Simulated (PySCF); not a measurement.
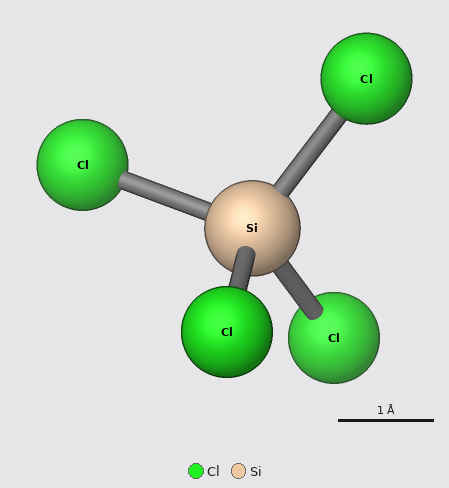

*The input geometry (ball-and-stick view, seen at a tilt).*

**SiCl4: single-point calculation**

The run: single-point calculation of SiCl4. Method and program: B2PLYP/6-31G, RKS (PySCF 2.14.0).

The geometry comes from this level: PBE0-D4/def2-TZVP.

**The program's output**
```
converged SCF energy = -2129.30908121786
E(RMP2) = -2129.57326756106  E_corr = -0.264186343192262
E(SCS-RMP2) = -2129.5675716926  E_corr = -0.258490474738627
PT2 part  -0.07133031
E = -2129.3804115305 Eh
```

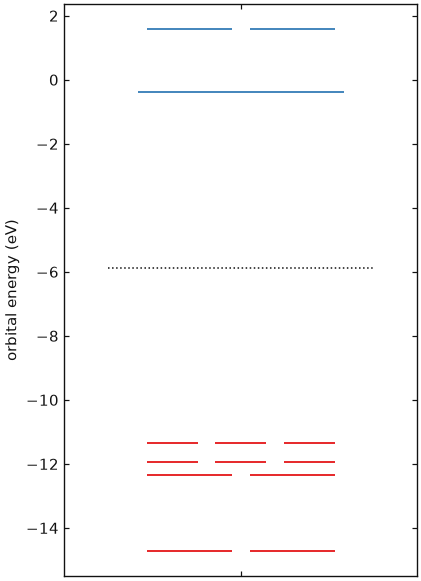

*Orbital energies near the frontier; the dotted line parts filled from empty levels, and levels within 0.02 eV of each other stand side by side.*

Highest filled −11.36 eV, lowest empty −0.39 eV, 10.97 eV apart.

This output came from the following input.

**Input file (calc.py)**
```python
from pyscf import gto, dft, mp

mol = gto.Mole()
mol.atom = 'input.xyz'
mol.max_memory = 1860
mol.verbose = 3
mol.spin = 0
mol.basis = '6-31g'
mol.build()

calc0 = dft.RKS(mol, xc='0.53*HF + 0.47*B88, 0.73*LYP')
calc0.grids.level = 4
calc0.conv_tol = 1e-10
calc0.kernel()
if not calc0.converged:
    calc0 = calc0.newton().run(calc0.mo_coeff, calc0.mo_occ)

pt = mp.MP2(calc0, frozen=25).run()
e_tot = calc0.e_tot + 0.27 * pt.e_corr
print('PT2 part  %.8f' % (0.27 * pt.e_corr))
print('E = %.10f Eh' % e_tot)
```

**File input.xyz**
```
5
Cl4Si
Cl    -0.962600    -0.087600     1.762300
Si     0.010000    -0.014700    -0.008300
Cl     1.655400    -1.185900     0.078100
Cl    -1.212100    -0.676900    -1.476100
Cl     0.559300     1.891400    -0.397500
```

Command:
```bash
OMP_NUM_THREADS=1 python calc.py
```

**Key numbers**

```csv
quantity,value
outcome,converged
total energy,−2129.380412 hartree
SCF energy,−2129.309081 hartree
basis functions,65
HOMO,−11.36 eV
LUMO,−0.39 eV
dipole moment,0.00 D
hardware,"1 thread of Arm Neoverse V1, 24 GiB of memory available, shared host"
wall time,9 s
peak memory,0.36 GiB
```
